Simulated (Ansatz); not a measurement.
## Sensitivity of the G0W0 gap of Ba2ClF3 (P-3m1)

A base run on Ba2ClF3 (P-3m1), then changed inputs.

Main program and level: Ansatz 0.2.0; G0W0 on LDA, plane waves, PAW.

## Step 1: The starting structure

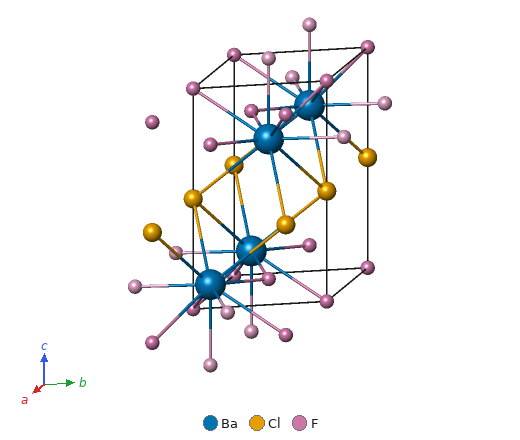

The cell as given, slightly off an axis (barium blue, chlorine orange, fluorine pink). 2×1×1 cells are drawn. Bonds to atoms that aren't drawn are left out. Some periodic images of atoms are drawn too.

The cell and positions are those that the Materials Project relaxed with its own functionals (PBE, PBE+U or r2SCAN), kept fixed. Spin-orbit coupling is left out unless a step names it. The default PAW set here is soft_2. Its files were made with PBE.

## Step 2: The base run: 3×3×2 mesh, 159 empty bands, screening to 66 eV

G0W0 replaces the xc potential by the self-energy, built once from these orbitals. Only a window of levels is corrected, while the sums run over the empty bands that the input names.

Contents of input.yaml:

```yaml
crystal:
  lattice:
    - [4.4976579259, 0.0, 0.0]
    - [-2.248828963, 3.8950860214, 0.0]
    - [0.0, 0.0, 7.500756]
  atoms:
    - { symbol: Ba, position: [0.66666667, 0.33333333, 0.201239] }
    - { symbol: Ba, position: [0.33333333, 0.66666667, 0.798761] }
    - { symbol: Cl, position: [0.0, 0.0, 0.5] }
    - { symbol: F, position: [0.0, 0.0, 0.0] }
    - { symbol: F, position: [0.66666667, 0.33333333, 0.835733] }
    - { symbol: F, position: [0.33333333, 0.66666667, 0.164267] }
kpoints:
  mp_grid: { grid: [3, 3, 2] }
hamiltonian:
  xc: lda
scf:
  occupations: { method: fixed }
gw:
  n_empty_bands: 159
  ecut_chi: 66
  qp_bands: [v2, c2]
  qp_kpoints: band_edges
  screening: { model: contour_deformation }
```

The run is started by

```bash
ansatz run input.yaml --threads 8 --pin off --max-ram 18432MiB --backend cpu --events-out ev --progress --plain --runs-dir out
```

Numbers of over 12 decimals in the logs are rounded to 6 here.

What it wrote:

```text
Engine: ansatz 0.2.0, aarch64-unknown-linux-gnu
Pseudopotentials: kind: paw
Pseudopotential: Ba, paw, valence charge 10, recommended cutoff 420 eV (normal), Ba.paw.azcp
Pseudopotential: Cl, paw, valence charge 7, recommended cutoff 420 eV (normal), Cl.paw.azcp
Pseudopotential: F, paw, valence charge 7, recommended cutoff 420 eV (normal), F.paw.azcp
Functional definition: SPW92
  exchange = slater_x
  correlation = pw_c
Crystal: 6 atoms, lattice volume = 131.404 Å³
Basis set: ecut = 420 eV, 2575 PW (Γ)
Bands: 30, of which v1, the nominal top of the filled ones, is band 24 counted from 1 (23 counted from 0)
Symmetry: 12 space group operations
Space group: P-3m1 (ITA 164), of the structure as read, at distance tolerance 5.1e-5 Å
k-points: 6 of 18
Non-local potential: Ba, projectors of the file, l = 0: 3, l = 1: 2, l = 2: 2, l = 3: 2
Non-local potential: Cl, projectors of the file, l = 0: 2, l = 1: 2, l = 2: 2
Non-local potential: F, projectors of the file, l = 0: 2, l = 1: 2, l = 2: 1
PAW form: soft (Blöchl's): semilocal exchange-correlation on the pseudo side does not see the compensation charge
PAW frozen core: Ba, regenerated for the run's functional, and the local potential with it (the file was generated under x = pbe(κ = 0.804, μ = 0.219515), c = pbe(β = 0.066725))
PAW frozen core: Cl, regenerated for the run's functional, and the local potential with it (the file was generated under x = pbe(κ = 0.804, μ = 0.219515), c = pbe(β = 0.066725))
PAW frozen core: F, regenerated for the run's functional, and the local potential with it (the file was generated under x = pbe(κ = 0.804, μ = 0.219515), c = pbe(β = 0.066725))
PAW one-centre angular grid: Ba, 194 points (default); XC on 64 Gauss nodes
PAW one-centre angular grid: Cl, 110 points (default); XC on 64 Gauss nodes
PAW one-centre angular grid: F, 110 points (default); XC on 64 Gauss nodes
Initial density: superposition of atomic densities (neutral atoms: chi_scale 0, normalization atom), corrected by the library's trained network
Initial wavefunctions: pseudopotential atomic-orbital guess
Functional: x = slater, c = lda
SCF iter   1: F=—  HF=-14997.466183 eV  |F-HF|=—  |Δ(HF+E_count)|=         —  Δρ=1.35e-2  dr2=1.83e-1  ethr=1.77e-3  ⟨swp⟩=4.8  Hψ=775  notcnv=0  defer=17
preconditioner: auto → Resta (q_TF=auto, 2.307 Å⁻¹)  ε∞=3.5  [insulator: Δε(μ)=5.241 eV  Ē_g=13.720 eV  n_scr=22 (ndim 8)  ℏωp=21.5 eV  f_vac=0.049  ε∞_Penn≈3.5]
SCF iter   2: F=—  HF=-14997.417016 eV  |F-HF|=—  |Δ(HF+E_count)|=   4.92e-2  Δρ=4.57e-3  dr2=1.31e-2  ethr=3.82e-4  ⟨swp⟩=2.5  Hψ=380  notcnv=0  defer=23
SCF iter   3: F=—  HF=-14997.413872 eV  |F-HF|=—  |Δ(HF+E_count)|=   3.14e-3  Δρ=1.72e-3  dr2=3.11e-3  ethr=2.73e-5  ⟨swp⟩=2.2  Hψ=304  notcnv=0  defer=24
[...]
SCF 1 converged in 8 iterations: F = -14997.413089 eV  dr2 = 7.77e-9
[...]
NSCF: frozen V_eff on 6 k-points
G₀W₀ screening: q 1/6
[... further progress lines ...]
NSCF: frozen V_eff on 1 k-points
NSCF: frozen V_eff on 1 k-points
SCF converged after 8 iterations
Free energy (F): -14997.413089 eV
Harris-Foulkes:  -14997.413089 eV  (|F-HF|=4.47e-9)
Internal energy: -14997.413089 eV  (E = F + TS)
E sigma→0 (E₀):  -14997.413089 eV
Fermi energy:    3.565812 eV
--- Per-component energies (eV) ---
  E_band       = -200.888123
  E_kinetic    = 1111.526995
  E_local      = -3046.054684  (includes V_loc(G=0)·N_el)
  E_nonlocal   = 376.412667
  E_hartree    = 1165.218387
  E_xc         = -674.994936
  E_vxc        = -697.738735  (∫ρ·V_xc dr)
  E_paw        = -11302.139099  (= ΣΔE_a)
  E_vpaw       = -275.472602  (= ΣTr[D̂ρ^β])
  E_aug_tail   = 0.006161  (compensation charges beyond the density's cutoff)
  E_ewald      = -2628.483858
  E_core_change = 1.095278  (= ΣΔE_core)
  E_smearing   = -0.000000  (= −TS)
  E_closure    = 0.000000  (closes the sum)
  Σ components = -14997.413089   (vs F -14997.413089, Δ=0.00e0)
--- Band table (eV; the first three rows and the last of 6) ---
  k-point 0: bands = [... 20 lower, 3.1370, 3.5400, 3.5400, 3.5658, 8.9769, 10.4583, 10.6378, 10.6378, ... 2 higher]
  k-point 1: bands = [... 20 lower, 3.2763, 3.2763, 3.4484, 3.4484, 9.7145, 11.0330, 11.3660, 11.4279, ... 2 higher]
  k-point 2: bands = [... 20 lower, 3.0390, 3.1531, 3.3471, 3.3959, 10.0422, 10.6590, 11.0887, 11.2360, ... 2 higher]
  k-point 5: bands = [... 20 lower, 3.1514, 3.1514, 3.2212, 3.2212, 10.8189, 11.2373, 11.2643, 11.2643, ... 2 higher]
--- G₀W₀: contour deformation, 5 samples at zero and on the imaginary axis and 1 off it, 18 q-points, 159 empty bands' worth ---
  eigenvalues of the whole cell's RPA ε∞ on this k-mesh (on a slab, of 1 + 4πα/V) = 2.6289, 2.6966, 2.6966; static W/v taken at q = 0 is 0.373370
  gw.qp_kpoints: band_edges: 6 of 6 stored k-points solved, in 1 pass; an edge of the gap read off the rows below is read off those points alone
    ik  band        ε_KS         Σx   Σc(E_QP)       V_xc       Z   E_QP_lin       E_QP  E_QP is
     0    23      3.5400   -24.7210     4.0275   -19.3303  0.7862     2.1541     2.1769  root
     0    24      3.5658   -25.0390     4.1395   -19.5281  0.7839     2.1710     2.1945  root
     0    25      8.9769    -4.9610    -3.3986    -9.6357  0.8605    10.2651    10.2530  root
     0    26     10.4583    -5.9596    -3.6301   -11.2156  0.8555    12.1052    12.0842  root
     1    23      3.4484   -21.1424     3.0995   -16.7097  0.7950     2.0944     2.1152  root
     1    24      3.4484   -21.1424     3.0995   -16.7097  0.7950     2.0944     2.1152  root
     1    25      9.7145    -5.1872    -3.3019    -9.7715  0.8551    11.0102    10.9970  root
     1    26     11.0330    -7.8910    -3.5197   -13.1430  0.8461    12.7905    12.7654  root
[...]
5    23      3.2212   -30.5267     5.8785   -23.1376  0.7637     1.6771     1.7107  root
     5    24      3.2212   -30.5267     5.8785   -23.1376  0.7637     1.6771     1.7107  root
     5    25     10.8189    -7.1168    -3.7582   -12.7129  0.8492    12.6861    12.6567  root
     5    26     11.2373    -6.7936    -3.7101   -12.2358  0.8463    12.9962    12.9693  root
```

Elapsed: 14 s, on 8 threads of Arm Neoverse N1, shared host; peak memory 0.83 GiB; 59 s of CPU time.

Numbers from this step:

* bands summed: 183
* RPA ε∞ on this mesh (eigenvalues): 2.629, 2.697, 2.697
* plane waves in the screening matrix: 147
* q-points in the mesh: 18
* G0W0 gap on the mesh: 8.059 eV
* k of the valence top: 0, 0, 0
* k of the conduction bottom: 0, 0, 0
* starting gap on the mesh: 5.411 eV
* Z at the valence top: 0.7839
* Z at the conduction bottom: 0.8605
* least direct G0W0 gap on the computed points: 8.059 eV

The gap on the mesh goes from 5.41 eV to 8.06 eV, a correction of +2.65 eV. Between the two edge states, bare exchange in place of the xc potential would open the gap by 10.19 eV, and correlation takes back 7.54 eV.

## Step 3: Variant: static remainder

This step: G0W0 on LDA, plane waves, norm-conserving pseudopotentials.

input.yaml, as its differences from that of step 2:

```diff
@@ -16,2 +16,3 @@
   xc: lda
+  pseudopotentials: { kind: nc }
 scf:
@@ -19,4 +20,4 @@
 gw:
-  n_empty_bands: 159
-  ecut_chi: 66
+  n_empty_bands: 138
+  ecut_chi: 100
   qp_bands: [v2, c2]
@@ -24 +25,2 @@
   screening: { model: contour_deformation }
+  static_remainder: true
```

What it wrote:

```text
Warning: gw takes pair_densities: pseudo, which can misplace gaps by tens of per cent, since gw.static_remainder lacks the terms of the atoms
[...]
Crystal: 6 atoms, lattice volume = 131.404 Å³
Basis set: ecut = 1142.878222 eV, 11549 PW (Γ)
Bands: 30, of which v1, the nominal top of the filled ones, is band 24 counted from 1 (23 counted from 0)
Symmetry: 12 space group operations
[...]
k-points: 6 of 18
[...]
SCF iter   1: F=—  HF=-4002.928003 eV  |F-HF|=—  |Δ(HF+E_count)|=         —  Δρ=1.66e-1  dr2=3.47e1  ethr=3.10e-3  ⟨swp⟩=9.2  Hψ=970  notcnv=0  defer=23
[...]
SCF iter   9: F=-3994.975955 eV  HF=-3994.975955 eV  |F-HF|=1.72e-8  |Δ(HF+E_count)|=   3.49e-7  Δρ=7.89e-6  dr2=6.97e-8  ethr=2.08e-10  ⟨swp⟩=20.2  Hψ=1641  notcnv=0
SCF 1 converged in 9 iterations: F = -3994.975955 eV  dr2 = 6.97e-8
NSCF: frozen V_eff on 6 k-points
G₀W₀ screening: q 1/6
[... further progress lines ...]
[...]
SCF converged after 9 iterations
Free energy (F): -3994.975955 eV
[...]
Internal energy: -3994.975955 eV  (E = F + TS)
E sigma→0 (E₀):  -3994.975955 eV
Fermi energy:    3.616058 eV
[...]
--- Band table (eV; the first three rows and the last of 6) ---
  k-point 0: bands = [... 20 lower, 3.1860, 3.5894, 3.5894, 3.6161, 9.0324, 10.5157, 10.6974, 10.6974, ... 2 higher]
  k-point 1: bands = [... 20 lower, 3.3202, 3.3202, 3.5019, 3.5019, 9.7693, 11.0874, 11.4201, 11.4890, ... 2 higher]
  k-point 2: bands = [... 20 lower, 3.0872, 3.2009, 3.3983, 3.4467, 10.0993, 10.7152, 11.1461, 11.2950, ... 2 higher]
  k-point 5: bands = [... 20 lower, 3.2039, 3.2039, 3.2664, 3.2664, 10.8772, 11.2942, 11.3199, 11.3199, ... 2 higher]
[...]
static-remainder magnitude (band-truncation diagnostic): 0.7566 eV
  bands read: the sum over 162 bands ends inside a degenerate multiplet in 2 slots, whose members it reads at an even weight; the widest, k=0: bands 162 to 163 (counted from 1) at 1/2 each
[...]
0    23      3.5894   -22.7050     3.7577   -16.9924  0.7826     1.5851     1.6346  root
     0    24      3.6161   -23.2024     3.9117   -17.3457  0.7801     1.6215     1.6712  root
     0    25      9.0324    -3.7246    -3.5360    -8.2574  0.8596    10.0364    10.0292  root
     0    26     10.5157    -4.6705    -3.8317    -9.7211  0.8534    11.7460    11.7346  root
     1    23      3.5019   -19.1099     2.8590   -14.3065  0.7904     1.5103     1.5575  root
     1    24      3.5019   -19.1099     2.8590   -14.3065  0.7904     1.5103     1.5575  root
     1    25      9.7693    -4.0012    -3.4680    -8.4426  0.8538    10.7500    10.7427  root
     1    26     11.0874    -6.3646    -3.7716   -11.3725  0.8432    12.3358    12.3237  root
[...]
5    23      3.2664   -29.2321     5.6907   -21.5599  0.7618     1.2251     1.2849  root
     5    24      3.2664   -29.2321     5.6907   -21.5599  0.7618     1.2251     1.2849  root
     5    25     10.8772    -5.6263    -4.0411   -10.9305  0.8448    12.1535    12.1403  root
     5    26     11.2942    -5.1891    -3.9898   -10.3740  0.8426    12.5015    12.4894  root
```

Wall time 28 s (8 threads); peak memory 1.7 GiB; 3 min of CPU time.

Against the base:

| setting | base | variant |
| --- | --- | --- |
| files | default PAW | norm-conserving |
| empty bands | 159 | 138 |
| screening cutoff (eV) | 66 | 100 |
| static remainder | - | true |

| quantity | variant | base |
| --- | --- | --- |
| starting gap on the mesh | 5.416 | 5.411 |
| G0W0 gap on the mesh | 8.358 | 8.059 |
| least direct G0W0 gap on the computed points | 8.358 | 8.059 |
| Z at the valence top | 0.780 | 0.784 |
| Z at the conduction bottom | 0.860 | 0.860 |

## Step 4: Outcome

```
base             : 8.06 eV, 14 s
static remainder : 8.36 eV, 28 s
```

**Reading.** Static remainder: the gap moves by +0.30 eV and the time by a factor of 2.1 (the plane-wave cutoff goes from 420 to 1142.88 eV); such settings are too crude to quote. The variant differs from the base in files, empty bands, screening cutoff and static remainder together, so the change can't be laid to one of them. This option needs pseudo pair densities, which the log warns can misplace gaps. All runs here use a coarse mesh and modest cutoffs; they test settings and are not final values. The 3×3×2 mesh is coarse for this cell (its supercell is 13 Å along the shortest edge). The RPA ε∞ on it, from the LDA start, is 2.63 and 2.70; such meshes misread the long-range screening, most where the gap is narrow. The many-body steps are scalar-relativistic: spin-orbit coupling is not in them.

[Paths, hosts, dates, memory and timing lines, banners, echoed tables and standing remarks are left out of the program output.]

[Logs are printed without paths, hosts, clocks, repeated set-up lines and the standing remarks that a program may print on its own settings, such as how far it seeks lower states.]

[Runs of the session that timed out or met a known fault of the program may be left out.]

[Cells called generated may have been cut or substituted from an entry of the Crystallography Open Database or the Materials Project.]

[Hosts, paths, dates, database ids (printed as entryN), source tags and the programs' standing remarks are cut or masked in the printed files.]
